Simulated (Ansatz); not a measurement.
## InSb, pressure series

Base system: InSb in the rock salt structure (space group Fm-3m, No. 225; a = 6.0346 Å; a model cell, its experimental status unchecked).

Cell and atoms are relaxed at each pressure.

All numbers come from DFT with PBEsol, PAW potentials and a 420 eV plane-wave cutoff in Ansatz (a first-principles code), no spin-orbit coupling.

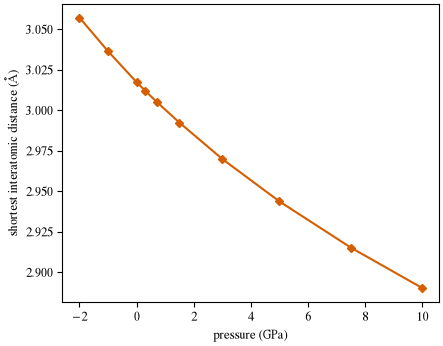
Shortest interatomic distance against pressure

```json
[
 {"pressure (GPa)": "-2", "shortest interatomic distance": "3.057 Å"},
 {"pressure (GPa)": "-1", "shortest interatomic distance": "3.036 Å"},
 {"pressure (GPa)": "0.3", "shortest interatomic distance": "3.012 Å"},
 {"pressure (GPa)": "0.7", "shortest interatomic distance": "3.005 Å"},
 {"pressure (GPa)": "1.5", "shortest interatomic distance": "2.992 Å"},
 {"pressure (GPa)": "3", "shortest interatomic distance": "2.970 Å"},
 {"pressure (GPa)": "5", "shortest interatomic distance": "2.944 Å"},
 {"pressure (GPa)": "7.5", "shortest interatomic distance": "2.915 Å"},
 {"pressure (GPa)": "10", "shortest interatomic distance": "2.890 Å"}
]
```

Load acts through the strain it causes; cell and atoms are relaxed under it. Whether these cells are dynamically stable was not tested. Competing high-pressure phases were not computed. The final runs are not spin-polarised. This is not the structure that InSb has at room temperature and ambient pressure.
